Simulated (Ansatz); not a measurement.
CoSi2 (fluorite type, space group Fm-3m)

```
CoSi2
1.0
    0.00000     2.65746     2.65746
    2.65746     0.00000     2.65746
    2.65746     2.65746     0.00000
Co Si
1 2
Direct
  0.00000   0.00000   0.00000
  0.25000   0.25000   0.25000
  0.75000   0.75000   0.75000
```

The volume is varied about the relaxed value V₀ at fixed cell shape. Symmetry pins the atoms to their sites.

These are r2SCAN (plane waves to 500 eV, PAW, scalar-relativistic; Ansatz, an electronic-structure program) values and carry that method's errors. k mesh 15×15×15 (Γ-centred), Fermi-Dirac smearing 0.05 eV. Energies are smeared free energies. CoSi2 is run without spin polarisation. CoSi2 was relaxed with its symmetry unable to fall. The zero of ΔE is the relaxed starting cell.

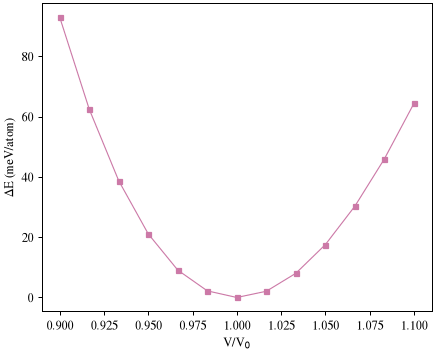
*ΔE (meV/atom) against V/V₀; computed points joined by lines.*

### Question
What is ΔE at V/V₀ = 1.100?

### Answer
About 64 meV/atom.

### Question
What is ΔE at V/V₀ = 0.900?

### Answer
About 93 meV/atom.

### Question
What bulk modulus B₀ follows from a third-order Birch-Murnaghan fit?

### Answer
About 200 GPa.

(A scan under strain: stresses follow from slopes of the energy per volume, elastic moduli from its curvatures.)
